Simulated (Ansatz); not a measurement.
# SiGeHO+ (triplet): the correlation ladder, cc-pVDZ

How much of the correlation energy of SiGeHO+ (triplet) does each wave-function method recover here?

The runs use Ansatz 0.2.0, Gaussian basis; cc-pVDZ, core rule «outside noble gas», up to 20 orbitals frozen.

The runs, in order: UHF; CCSD(T) on ROHF; CCSD(T) on UHF; BCCD(T) on ROHF; CISD as a restricted active space (open shells left free, so some higher excitations enter); CCSDT(Q) on ROHF; CCSDT(Q) on UHF.

23 further runs of the same task are left out: 1 for a known fault of the program, 7 that didn't finish, 15 set aside as unsound or not needed. Runs told in other sessions of the task aren't counted.

### Step 1. The geometry

The geometry is a PBE0/def2-TZVP stationary point (not a proven minimum) of the parent state, kept for this charge and spin. No spin-orbit coupling is included. The filled d shell of Ge may be among the frozen orbitals whatever the setting's name suggests.

4 atoms, charge 1, spin multiplicity 3.

Atoms are counted from 1 here; the program's logs count them from 0.

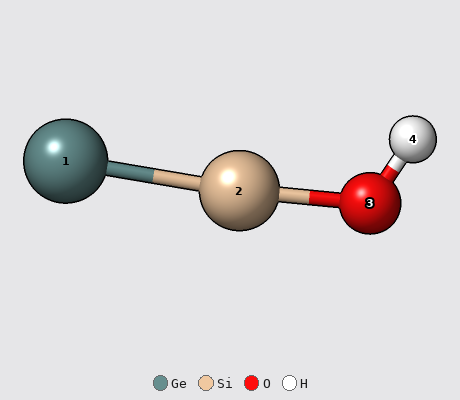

The geometry (germanium teal, silicon light orange, oxygen red, hydrogen white); atoms are numbered from 1 in the order of the file.

As a file:

```
atom   x (Å)    y (Å)    z (Å)
 Ge1  0.0000  -0.1642   2.5701
 Si2  0.0000  -0.2611   0.3769
  O3  0.0000  -0.2171  -1.2577
  H4  0.0000   0.6424  -1.6892
```

In the tables R marks a restricted open-shell determinant and U an unrestricted one; energies count from the table's Hartree-Fock row.

### Step 2. UHF

in.yaml reads:

```yaml
crystal:
  periodic: [false, false, false]
  atoms:
    - {symbol: Ge, position_ang: [0.000006, -0.164187, 2.570072]}
    - {symbol: Si, position_ang: [-0.000013, -0.261137, 0.376882]}
    - {symbol: O, position_ang: [0.000021, -0.217096, -1.257726]}
    - {symbol: H, position_ang: [-0.000014, 0.642420, -1.689228]}
basis:
  gaussian: {orbitals: cc-pVDZ}
total_charge: 1
magnetization: {spin_polarized: true, initial_magnetization: 2}
hamiltonian: {xc: hf}
output: {orbitals: {seedname: orbitals}}
```

Started as:

```console
> ansatz run in.yaml --threads 1 --pin off --events-out ev --progress --plain --max-ram 2393MiB
```

Output:

```text
Functional definition: HF
  name "HF"
  cite "Fock, Z. Phys. 61, 126 (1930) doi:10.1007/BF01340294"
  parent pbe
  exchange = exact_x
  correlation = 0
685 factors; integrals over basis functions are off by at most 1.2e-3 eV
mean field evaluation 1: about -66371.6826 eV, gradient 4.3e1 eV
mean field evaluation 2: about -66371.7230 eV, gradient 4.3e1 eV
mean field evaluation 4: about -66380.0654 eV, gradient 3.3e0 eV
mean field evaluation 8: about -66380.2064 eV, gradient 3.0e-1 eV
mean field evaluation 16: about -66373.0375 eV, gradient 1.8e1 eV
mean field evaluation 32: about -66377.1561 eV, gradient 5.7e0 eV
mean field evaluation 64: about -66373.6978 eV, gradient 9.7e0 eV
mean field evaluation 96: about -66367.5224 eV, gradient 4.6e1 eV
mean field -66380.21401922 eV, -2439.4278710813 hartree, gradient 7.9e-5 eV, S^2 2.047557; 1 other end points of the search recorded, 0 dependent functions left out
reference -66380.21401922 eV, -2439.4278710813 hartree; 28, 26 occupied and 36, 38 virtual orbitals, 685 factors
Total energy: -66380.21401922 eV, -2439.4278710813 hartree
```

Wall time 3.3 s (1 thread of Arm Neoverse V1, shared host).

From the report: ⟨S²⟩ of the determinant 2.048 (pure triplet: 2.00).

### Step 3. CCSD(T) on ROHF

in.yaml: that of step 2 with these lines changed.

```diff
@@ -10,4 +10,4 @@
 total_charge: 1
-magnetization: {spin_polarized: true, initial_magnetization: 2}
-hamiltonian: {xc: hf}
-output: {orbitals: {seedname: orbitals}}
+magnetization: {spin_polarized: false, initial_magnetization: 2}
+correlation: {method: ccsd_t, electrons: outside_noble_gas}
+output: {forces: true}
```

Same command.

Output, shortened:

```text
Functional definition: HF
  name "HF"
  cite "Fock, Z. Phys. 61, 126 (1930) doi:10.1007/BF01340294"
  parent pbe
[...]
685 factors; integrals over basis functions are off by at most 1.2e-3 eV
[...]
mean field -66380.09543909 eV, -2439.4235133420 hartree, gradient 1.3e-6 eV, S^2 2.000000; 4 other end points of the search recorded, 0 dependent functions left out
[...]
determinant -66380.09543909 eV, -2439.4235133420 hartree, with singles and doubles -66389.35042991 eV, -2439.7636279813 hartree
determinant -66377.12689405 eV, -2439.3144213238 hartree, with singles and doubles -66386.63167655 eV, -2439.6637156381 hartree
determinant -66376.96009391 eV, -2439.3082915315 hartree, with singles and doubles -66386.43912764 eV, -2439.6566395960 hartree
20 core orbitals not correlated: weight in the atoms' cores, before any rotation towards them, 1.000 or more for the frozen orbitals, at most 0.000 for the correlated occupied ones
reference -66380.09543909 eV, -2439.4235133420 hartree; 8, 6 occupied and 36, 38 virtual orbitals, 685 factors
second order -8.50685617 eV of doubles, -0.04403790 eV of singles
cycle   1  -9.25508489 eV  change   -9.4e-5 eV  update   1.8e-3
[...]
cycle  12  -9.25569769 eV  change    9.9e-7 eV  update   5.5e-7
perturbative correction -0.33212167 eV, -0.0122052461 hartree
[...]
Total energy: -66389.68325845 eV, -2439.7758592045 hartree
Atom 0 at     0.000006    -0.164187     2.570072 Å, force     0.000016     0.084920     2.500766 eV/Å
Atom 1 at    -0.000013    -0.261137     0.376882 Å, force    -0.000004    -0.195125    -2.397240 eV/Å
Atom 2 at     0.000021    -0.217096    -1.257726 Å, force     0.000007    -0.487675     0.466298 eV/Å
Atom 3 at    -0.000014     0.642420    -1.689228 Å, force    -0.000019     0.597880    -0.569824 eV/Å
Dipole moment:    -0.000018     0.302018    -0.349030 e Å
```

It took 17 s on 1 thread of Arm Neoverse V1, shared host.

From the report: correlation -9.5878 eV; T1 0.025; largest double amplitude 0.07.

### Step 4. CCSD(T) on UHF

in.yaml: that of step 3 with these lines changed.

```diff
@@ -10,3 +10,3 @@
 total_charge: 1
-magnetization: {spin_polarized: false, initial_magnetization: 2}
+magnetization: {spin_polarized: true, initial_magnetization: 2}
 correlation: {method: ccsd_t, electrons: outside_noble_gas}
```

The command is unchanged.

Output, shortened:

```text
Functional definition: HF
  name "HF"
  cite "Fock, Z. Phys. 61, 126 (1930) doi:10.1007/BF01340294"
  parent pbe
[...]
685 factors; integrals over basis functions are off by at most 1.2e-3 eV
[...]
mean field -66380.21401922 eV, -2439.4278710813 hartree, gradient 1.8e-6 eV, S^2 2.047557; 6 other end points of the search recorded, 0 dependent functions left out
determinant -66380.21401922 eV, -2439.4278710813 hartree, with singles and doubles -66389.35160855 eV, -2439.7636712953 hartree
determinant -66377.66053952 eV, -2439.3340324332 hartree, with singles and doubles -66386.66815481 eV, -2439.6650561895 hartree
determinant -66377.25648112 eV, -2439.3191835608 hartree, with singles and doubles -66386.62078627 eV, -2439.6633154277 hartree
determinant -66377.11517231 eV, -2439.3139905577 hartree, with singles and doubles -66386.45020591 eV, -2439.6570467151 hartree
[...]
20 core orbitals not correlated: weight in the atoms' cores, before any rotation towards them, 1.000 or more for the frozen orbitals, at most 0.000 for the correlated occupied ones
reference -66380.21401922 eV, -2439.4278710813 hartree; 8, 6 occupied and 36, 38 virtual orbitals, 685 factors
second order -8.39618039 eV of doubles, -0.00000000 eV of singles
cycle   1  -9.13890298 eV  change   -1.3e-3 eV  update   2.3e-3
[...]
cycle  13  -9.14031109 eV  change    7.2e-8 eV  update   3.5e-7
perturbative correction -0.32909441 eV, -0.0120939966 hartree
[...]
Total energy: -66389.68342473 eV, -2439.7758653151 hartree
Atom 0 at     0.000006    -0.164187     2.570072 Å, force     0.000016     0.082630     2.500066 eV/Å
Atom 1 at    -0.000013    -0.261137     0.376882 Å, force    -0.000003    -0.189612    -2.402261 eV/Å
Atom 2 at     0.000021    -0.217096    -1.257726 Å, force     0.000007    -0.491499     0.472248 eV/Å
Atom 3 at    -0.000014     0.642420    -1.689228 Å, force    -0.000019     0.598481    -0.570054 eV/Å
Dipole moment:    -0.000019     0.301552    -0.351776 e Å
```

Run time: 19 s. Hardware: 1 thread of Arm Neoverse V1, shared host.

From the report: ⟨S²⟩ of the determinant 2.048 (pure triplet: 2.00); correlation -9.4694 eV; T1 0.027; largest double amplitude 0.07.

### Step 5. BCCD(T) on ROHF

in.yaml: that of step 4 with these lines changed.

```diff
@@ -10,4 +10,3 @@
 total_charge: 1
-magnetization: {spin_polarized: true, initial_magnetization: 2}
-correlation: {method: ccsd_t, electrons: outside_noble_gas}
-output: {forces: true}
+magnetization: {spin_polarized: false, initial_magnetization: 2}
+correlation: {method: bccd_t, electrons: outside_noble_gas}
```

Launched as before.

Output, shortened:

```text
Functional definition: HF
  name "HF"
  cite "Fock, Z. Phys. 61, 126 (1930) doi:10.1007/BF01340294"
  parent pbe
[...]
685 factors; integrals over basis functions are off by at most 1.2e-3 eV
[...]
mean field -66380.09543909 eV, -2439.4235133420 hartree, gradient 1.3e-6 eV, S^2 2.000000; 4 other end points of the search recorded, 0 dependent functions left out
[...]
determinant -66380.09543909 eV, -2439.4235133420 hartree, with singles and doubles -66389.35042991 eV, -2439.7636279813 hartree
determinant -66377.12689405 eV, -2439.3144213238 hartree, with singles and doubles -66386.63167655 eV, -2439.6637156381 hartree
determinant -66376.96009391 eV, -2439.3082915315 hartree, with singles and doubles -66386.43912764 eV, -2439.6566395960 hartree
20 core orbitals not correlated: weight in the atoms' cores, before any rotation towards them, 1.000 or more for the frozen orbitals, at most 0.000 for the correlated occupied ones
reference -66380.09543909 eV, -2439.4235133420 hartree; 8, 6 occupied and 36, 38 virtual orbitals, 685 factors
second order -8.50685617 eV of doubles, -0.04403790 eV of singles
cycle   1  -9.22318163 eV  change    3.2e-2 eV  update   1.3e-2
[...]
cycle  11  -9.22591501 eV  change   -3.1e-6 eV  update   9.5e-6
perturbative correction -0.36526667 eV, -0.0134233024 hartree
Total energy: -66389.68662077 eV, -2439.7759827673 hartree
```

Wall time 12 s (1 thread of Arm Neoverse V1, shared host).

From the report: correlation -9.5912 eV; largest double amplitude 0.07.

### Step 6. CISD as a restricted active space (open shells left free, so some higher excitations enter)

in.yaml: that of step 5 with these lines changed.

```diff
@@ -11,2 +11,2 @@
 magnetization: {spin_polarized: false, initial_magnetization: 2}
-correlation: {method: bccd_t, electrons: outside_noble_gas}
+correlation: {active_space: {ras: {orbitals: [6, 2, 36], electrons: 14, max_holes: 2, max_particles: 2}, fixed_orbitals: true}}
```

Same command.

Output:

```text
Functional definition: HF
  name "HF"
  cite "Fock, Z. Phys. 61, 126 (1930) doi:10.1007/BF01340294"
  parent pbe
  exchange = exact_x
  correlation = 0
685 factors; integrals over basis functions are off by at most 1.2e-3 eV
mean field evaluation 1: about -66371.5805 eV, gradient 6.0e1 eV
mean field evaluation 2: about -66371.6194 eV, gradient 6.0e1 eV
mean field evaluation 4: about -66379.6242 eV, gradient 1.1e1 eV
mean field evaluation 8: about -66380.0914 eV, gradient 4.8e-1 eV
mean field evaluation 16: about -66380.0954 eV, gradient 1.3e-6 eV
mean field evaluation 32: about -66372.6761 eV, gradient 1.5e0 eV
mean field -66380.09543909 eV, -2439.4235133420 hartree, gradient 1.3e-6 eV, S^2 2.000000; 2 other end points of the search recorded, 0 dependent functions left out
reference -66380.09543909 eV, -2439.4235133420 hartree; 28, 26 occupied and 36, 38 virtual orbitals, 685 factors
state -66388.39296705 eV, -2439.7284418702 hartree
Total energy: -66388.39296705 eV, -2439.7284418702 hartree
```

It took 8 s on 1 thread of Arm Neoverse V1, shared host.

From the report: 403,696 determinants.

### Step 7. CCSDT(Q) on ROHF

in.yaml: that of step 6 with these lines changed.

```diff
@@ -11,2 +11,2 @@
 magnetization: {spin_polarized: false, initial_magnetization: 2}
-correlation: {active_space: {ras: {orbitals: [6, 2, 36], electrons: 14, max_holes: 2, max_particles: 2}, fixed_orbitals: true}}
+correlation: {method: ccsdt_q, electrons: outside_noble_gas}
```

Same command.

Output, shortened:

```text
Functional definition: HF
  name "HF"
  cite "Fock, Z. Phys. 61, 126 (1930) doi:10.1007/BF01340294"
  parent pbe
[...]
1192 factors; integrals over basis functions are off by at most 2.1e-7 eV
[...]
mean field -66380.09556106 eV, -2439.4235178241 hartree, gradient 2.4e-6 eV, S^2 2.000000; 5 other end points of the search recorded, 0 dependent functions left out
[...]
determinant -66380.09556106 eV, -2439.4235178241 hartree, with singles and doubles -66389.35054940 eV, -2439.7636323723 hartree
determinant -66377.50815803 eV, -2439.3284325167 hartree, with singles and doubles -66386.66881415 eV, -2439.6650804197 hartree
determinant -66377.12701275 eV, -2439.3144256859 hartree, with singles and doubles -66386.63179552 eV, -2439.6637200103 hartree
determinant -66376.96021515 eV, -2439.3082959872 hartree, with singles and doubles -66386.43924663 eV, -2439.6566439690 hartree
20 core orbitals not correlated: weight in the atoms' cores, before any rotation towards them, 1.000 or more for the frozen orbitals, at most 0.000 for the correlated occupied ones
reference -66380.09556106 eV, -2439.4235178241 hartree; 8, 6 occupied and 36, 38 virtual orbitals, 1192 factors
second order -8.50686372 eV of doubles, -0.04403755 eV of singles
cycle   1  -8.86512206 eV  change   -3.1e-1 eV  update   1.2e-1
[...]
cycle  20  -9.62891297 eV  change   -9.6e-7 eV  update   1.4e-6
perturbative correction -0.03263029 eV, -0.0011991410 hartree
Total energy: -66389.75710432 eV, -2439.7785729901 hartree
```

Wall time 2.9 min (1 thread of Arm Neoverse V1, shared host); peak memory 1 GiB.

From the report: correlation -9.6615 eV; T1 0.026; largest double amplitude 0.08.

### Step 8. CCSDT(Q) on UHF

in.yaml: that of step 7 with these lines changed.

```diff
@@ -10,3 +10,3 @@
 total_charge: 1
-magnetization: {spin_polarized: false, initial_magnetization: 2}
+magnetization: {spin_polarized: true, initial_magnetization: 2}
 correlation: {method: ccsdt_q, electrons: outside_noble_gas}
```

The command is unchanged.

Output, shortened:

```text
Functional definition: HF
  name "HF"
  cite "Fock, Z. Phys. 61, 126 (1930) doi:10.1007/BF01340294"
  parent pbe
[...]
1192 factors; integrals over basis functions are off by at most 2.1e-7 eV
[...]
mean field -66380.21414120 eV, -2439.4278755638 hartree, gradient 2.4e-6 eV, S^2 2.047557; 6 other end points of the search recorded, 0 dependent functions left out
determinant -66380.21414120 eV, -2439.4278755638 hartree, with singles and doubles -66389.35172797 eV, -2439.7636756842 hartree
determinant -66377.66065205 eV, -2439.3340365683 hartree, with singles and doubles -66386.66827514 eV, -2439.6650606115 hartree
determinant -66377.25660394 eV, -2439.3191880741 hartree, with singles and doubles -66386.62086900 eV, -2439.6633184678 hartree
determinant -66377.11529725 eV, -2439.3139951494 hartree, with singles and doubles -66386.45033516 eV, -2439.6570514648 hartree
determinant -66377.10494129 eV, -2439.3136145748 hartree, with singles and doubles -66386.33100109 eV, -2439.6526660186 hartree
20 core orbitals not correlated: weight in the atoms' cores, before any rotation towards them, 1.000 or more for the frozen orbitals, at most 0.000 for the correlated occupied ones
reference -66380.21414120 eV, -2439.4278755638 hartree; 8, 6 occupied and 36, 38 virtual orbitals, 1192 factors
second order -8.39618777 eV of doubles, -0.00000000 eV of singles
cycle   1  -8.71114371 eV  change   -3.1e-1 eV  update   1.2e-1
[...]
cycle  22  -9.51297662 eV  change    3.8e-7 eV  update   1.1e-6
perturbative correction -0.03713168 eV, -0.0013645640 hartree
Total energy: -66389.76424949 eV, -2439.7788355704 hartree
```

It took 2.8 min on 1 thread of Arm Neoverse V1, shared host; peak memory 0.8 GiB.

From the report: ⟨S²⟩ of the determinant 2.048 (pure triplet: 2.00); correlation -9.5501 eV; T1 0.029; largest double amplitude 0.09.

### Step 9. Misses and costs

The yardstick is UCCSDT(Q), where the cluster series has nearly closed. Rows without a time are mean-field rows or come out of runs for another level: lower rungs of the coupled-cluster runs, or the Hartree-Fock search. The times of RCCSD(T), UCCSD(T) include forces.

| method | energy from the lowest ROHF (meV) | from UCCSDT(Q) (meV) | time |
| --- | --- | --- | --- |
| ROHF | 0.0 | +9668.8 |  |
| UHF | -118.6 | +9550.2 |  |
| RMP2 | -8550.9 | +1117.9 |  |
| UMP2 | -8514.8 | +1154.0 |  |
| CISD | -8297.5 | +1371.3 | 8 s |
| RCCSD | -9255.7 | +413.1 |  |
| UCCSD | -9258.9 | +409.9 |  |
| RCCSD(T) | -9587.8 | +81.0 | 17 s |
| UCCSD(T) | -9588.0 | +80.8 | 19 s |
| BCCD(T) | -9591.2 | +77.6 | 12 s |
| RCCSDT | -9629.0 | +39.8 |  |
| UCCSDT | -9631.7 | +37.1 |  |
| RCCSDT(Q) | -9661.7 | +7.1 | 2.9 min |
| UCCSDT(Q) | -9668.8 | 0 | 2.8 min |

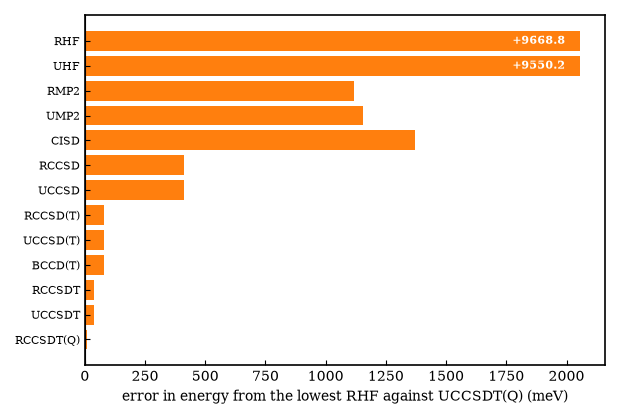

How far each level lands from UCCSDT(Q). Bars with a number in them are cut short.

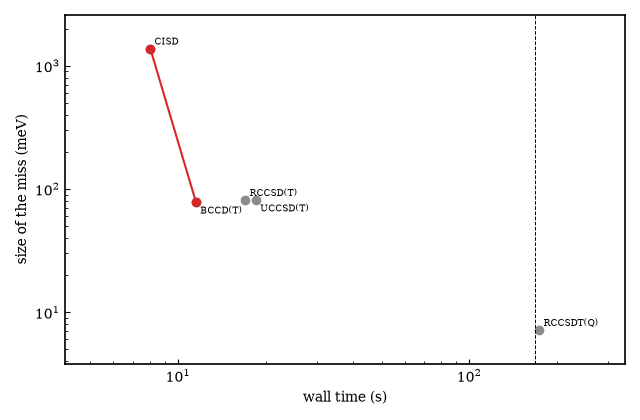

Miss against cost. Red marks the levels that no quicker level drawn beats (of those quicker than the yardstick), and the dashed line is the time of UCCSDT(Q). Times are from a shared host.

### Step 10. Summary of results

| quantity | value |
| --- | --- |
| UCCSDT(Q) from the ROHF energy | -9.6688 eV |
| RMP2 from UCCSDT(Q) | +1117.9 meV |
| UMP2 from UCCSDT(Q) | +1154.0 meV |
| RCCSD from UCCSDT(Q) | +413.1 meV |
| RCCSD(T) from UCCSDT(Q) | +81.0 meV |
| UCCSD(T) from UCCSDT(Q) | +80.8 meV |
| RCCSDT(Q) from UCCSDT(Q) | +7.1 meV |
| levels within 1 kcal/mol (43 meV) | RCCSDT, UCCSDT, RCCSDT(Q) |
| T1 diagnostic | 0.025 |

RCCSD(T) misses by +81.0 meV, 0.8 % of the correlation energy. These misses are within one basis, not against nature; the frozen cores of restricted and unrestricted runs differ, which can shift their rows.

With open shells the CI space here admits some higher excitations, so it is larger than plain CISD.

For cost: BCCD(T) gets within 77.6 meV in 12 s, where UCCSDT(Q) took 2.8 min; the quickest level in the cost chart, CISD, takes 8 s and misses by 1371.3 meV.
